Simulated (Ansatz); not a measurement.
**NaCl (SMILES [Na][Cl]): levels of theory compared**

Aim: a comparison of 5 runs (UHF/STO-3G, B3LYP/STO-3G, HSE06/STO-3G, r2SCAN0/STO-3G, wB97X/STO-3G) of NaCl. 

The results are computed with Ansatz 0.2.0.

27 further runs of the same task are left out: 3 that didn't finish, 24 set aside as unsound or not needed.

## Step 1: The structure to begin with

NaCl: 2 atoms, total charge 0, spin state singlet. As SMILES, `[Na][Cl]`. The Cl2–Na1 distance was set to 4.716 Å, away from the relaxed value.

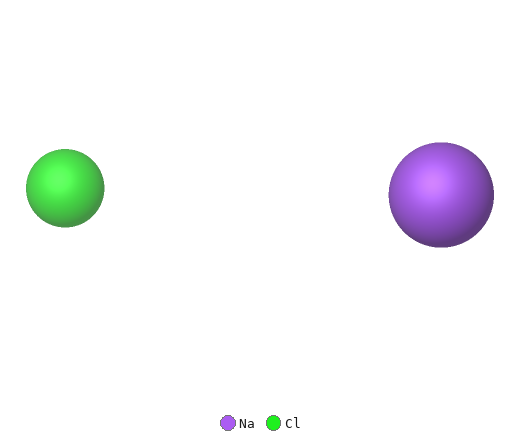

Viewed from a chosen angle; sodium purple, chlorine green.

## Step 2: The energy at UHF/STO-3G (run 1)

The input, run.yaml:

```yaml
crystal:
  periodic: [false, false, false]
  atoms:
    - {symbol: Na, position_ang: [-2.998315, 0.972405, -1.555008]}
    - {symbol: Cl, position_ang: [1.019100, -0.364200, 0.521000]}
basis:
  gaussian:
    orbitals: STO-3G
magnetization:
  spin_polarized: true
hamiltonian:
  xc: hf
accuracy: high
```

Command:

```console
$ ansatz run run.yaml --threads 1 --pin off --max-ram 2610MiB --events-out events.jsonl --progress --plain --runs-dir runs
```

The log of the run:

```text
Warning: RAYON_NUM_THREADS=1 ignored (pool sized by the plan → 1); use --threads N
Functional definition: HF
  name "HF"
  exchange = exact_x
  correlation = 0
261 factors; integrals over basis functions are off by at most 3.7e-9 eV
mean field evaluation 1: about -16717.8457 eV, gradient 7.8e0 eV
mean field evaluation 2: about -16717.8473 eV, gradient 7.8e0 eV
mean field evaluation 4: about -16718.0578 eV, gradient 1.0e-1 eV
mean field evaluation 8: about -16718.0584 eV, gradient 2.2e-4 eV
mean field -16718.05841271 eV, -614.3773147602 hartree, gradient 1.8e-8 eV, S^2 0.000000; 0 other end points of the search recorded, 0 dependent functions left out
reference -16718.05841271 eV, -614.3773147602 hartree; 14, 14 occupied and 4, 4 virtual orbitals, 261 factors
Total energy: -16718.05841271 eV, -614.3773147602 hartree
```

It took 0.08 s on 1 thread of Intel Xeon 6975P-C (Granite Rapids), shared host.

## Step 3: The energy at B3LYP/STO-3G (run 2)

The input, in.yaml:

```yaml
crystal:
  periodic: [false, false, false]
  atoms:
    - {symbol: Na, position_ang: [-2.998315, 0.972405, -1.555008]}
    - {symbol: Cl, position_ang: [1.019100, -0.364200, 0.521000]}
basis:
  gaussian:
    orbitals: STO-3G
hamiltonian:
  xc: {name: B3LYP}
accuracy: high
```

Command:

```console
$ ansatz run in.yaml --threads 1 --pin off --max-ram 2610MiB --events-out events.jsonl --progress --plain --runs-dir runs
```

The log of the run:

```text
Warning: RAYON_NUM_THREADS=1 ignored (pool sized by the plan → 1); use --threads N
Functional definition: B3LYP
  name "B3LYP"
  parameter a0 = 0.2
  parameter ax = 0.72
  parameter ac = 0.81
  exchange = (1 - a0 - ax)*slater_x + ax*b88_x + a0*exact_x
  correlation = (1 - ac)*vwn_rpa_c + ac*lyp_c
261 factors; integrals over basis functions are off by at most 3.7e-9 eV
mean field evaluation 1: about -16744.2324 eV, gradient 1.7e1 eV
mean field evaluation 2: about -16714.1908 eV, gradient 3.0e1 eV
mean field evaluation 4: about -16715.0269 eV, gradient 2.2e1 eV
mean field evaluation 8: about -16744.5402 eV, gradient 9.2e0 eV
mean field evaluation 16: about -16744.8926 eV, gradient 4.5e-4 eV
mean field evaluation 32: about -16744.8846 eV, gradient 6.6e-2 eV
mean field -16744.89263361 eV, -615.3634541894 hartree, gradient 2.4e-8 eV, S^2 0.000000; 1 other end points of the search recorded, 0 dependent functions left out
reference -16744.89266180 eV, -615.3634552252 hartree; 14, 14 occupied and 4, 4 virtual orbitals, 261 factors
Total energy: -16744.89266180 eV, -615.3634552252 hartree
```

Run time: 0.6 s. Hardware: 1 thread of Intel Xeon 6975P-C (Granite Rapids), shared host; peak memory 0.11 GiB.

Run 3 isn't shown in full; the table further down has it.

## Step 4: A single-point energy at r2SCAN0/STO-3G (run 4)

The input, job.yaml:

```yaml
crystal:
  periodic: [false, false, false]
  atoms:
    - symbol: Na
      position_ang: [-2.998315, 0.972405, -1.555008]
    - symbol: Cl
      position_ang: [1.019100, -0.364200, 0.521000]
basis:
  gaussian:
    orbitals: STO-3G
hamiltonian:
  xc: {name: r2SCAN0}
accuracy: high
```

Command:

```console
$ ansatz run job.yaml --threads 1 --pin off --max-ram 2610MiB --events-out events.jsonl --progress --plain --runs-dir runs
```

The log of the run:

```text
Warning: RAYON_NUM_THREADS=1 ignored (pool sized by the plan → 1); use --threads N
Functional definition: r2SCAN0
  name "r2SCAN0"
  parameter a = 0.25
  parameter k0 = 0.174
  parameter k1 = 0.065
  parameter a1 = 4.9479
  exchange = (1 - a)*r2scan_x(k0 = k0, k1 = k1, a1 = a1) + a*exact_x
  correlation = r2scan_c
261 factors; integrals over basis functions are off by at most 3.7e-9 eV
mean field evaluation 1: about -16744.1774 eV, gradient 1.6e1 eV
mean field evaluation 2: about -16712.8195 eV, gradient 3.0e1 eV
mean field evaluation 4: about -16744.6266 eV, gradient 1.6e-1 eV
mean field evaluation 8: about -16744.6353 eV, gradient 1.3e-1 eV
mean field evaluation 16: about -16744.6359 eV, gradient 3.1e-5 eV
mean field evaluation 32: about -16736.9629 eV, gradient 3.4e1 eV
mean field -16744.63587873 eV, -615.3540186217 hartree, gradient 1.2e-8 eV, S^2 0.000000; 1 other end points of the search recorded, 0 dependent functions left out
reference -16744.63587902 eV, -615.3540186321 hartree; 14, 14 occupied and 4, 4 virtual orbitals, 261 factors
Total energy: -16744.63587902 eV, -615.3540186321 hartree
```

Wall time 1.3 s (1 thread of Intel Xeon 6975P-C (Granite Rapids), shared host); peak memory 0.15 GiB.

## Step 5: The energy at wB97X/STO-3G (run 5)

The input, molecule.yaml:

```yaml
basis:
  gaussian: {orbitals: STO-3G}
crystal:
  periodic: [false, false, false]
  atoms:
    - {symbol: Na, position_ang: [-2.998315, 0.972405, -1.555008]}
    - {symbol: Cl, position_ang: [1.019100, -0.364200, 0.521000]}
hamiltonian: {xc: {name: wB97X}}
accuracy: high
```

Command:

```console
$ ansatz run molecule.yaml --threads 1 --pin off --max-ram 2610MiB --events-out events.jsonl --progress --plain --runs-dir runs
```

The log of the run:

```text
Warning: RAYON_NUM_THREADS=1 ignored (pool sized by the plan → 1); use --threads N
Functional definition: wB97X
  name "wB97X"
  parameter omega = 0.3/bohr
  parameter cx = 0.157706
  parameter cx1 = 0.726479
  parameter cx2 = 1.04760
  parameter cx3 = -5.70635
  parameter cx4 = 13.2794
  parameter css1 = -4.33879
  parameter css2 = 18.2308
  parameter css3 = -31.7430
  parameter css4 = 17.2901
  parameter cos1 = 2.37031
  parameter cos2 = -11.3995
  parameter cos3 = 6.58405
  parameter cos4 = -3.78132
  exchange = spin_sum(e_x_unif_sr(omega)*poly(b97_u_x, 1 - cx, cx1, cx2, cx3, cx4)) + cx*exact_x_sr(omega)
      + exact_x_lr(omega)
  correlation = spin_sum(e_c_pw_same_spin*poly(b97_u_same, 1, css1, css2, css3, css4))
      + integral(e_c_pw_opposite_spin*poly(b97_u_opposite, 1, cos1, cos2, cos3, cos4))
261 factors; integrals over basis functions are off by at most 3.7e-9 eV
115 factors; integrals over basis functions are off by at most 7.4e-10 eV
mean field evaluation 1: about -16744.6724 eV, gradient 1.8e1 eV
mean field evaluation 2: about -16745.1240 eV, gradient 6.5e0 eV
mean field evaluation 4: about -16745.1949 eV, gradient 1.2e-1 eV
mean field evaluation 8: about -16745.1837 eV, gradient 6.7e-4 eV
mean field evaluation 16: about -16745.1837 eV, gradient 5.0e-9 eV
mean field -16745.18367418 eV, -615.3741497330 hartree, gradient 5.5e-9 eV, S^2 0.000000; 0 other end points of the search recorded, 0 dependent functions left out
reference -16745.18367262 eV, -615.3741496756 hartree; 14, 14 occupied and 4, 4 virtual orbitals, 261 factors
Total energy: -16745.18367262 eV, -615.3741496756 hartree
```

Run time: 2.1 s. Hardware: 1 thread of Intel Xeon 6975P-C (Granite Rapids), shared host; peak memory 0.26 GiB.

## Step 6: The series

| run | level | energy (Eh) | wall time |
| --- | --- | --- | --- |
| 1 | UHF/STO-3G | -614.377315 | 0.08 s |
| 2 | B3LYP/STO-3G | -615.363455 | 0.6 s |
| 3 | HSE06/STO-3G | -615.129434 | 0.74 s |
| 4 | r2SCAN0/STO-3G | -615.354019 | 1.3 s |
| 5 | wB97X/STO-3G | -615.374150 | 2.1 s |

## Step 7: Results

```
           quantity          value
run 5: total energy  -615.37415 Eh
```

In words: Totals of different functionals can't be ranked against each other. In runs 1, 2, 3, 4, 5 the basis is minimal, so the values are rough. All runs together took 4.8 s, the longest 2.1 s.
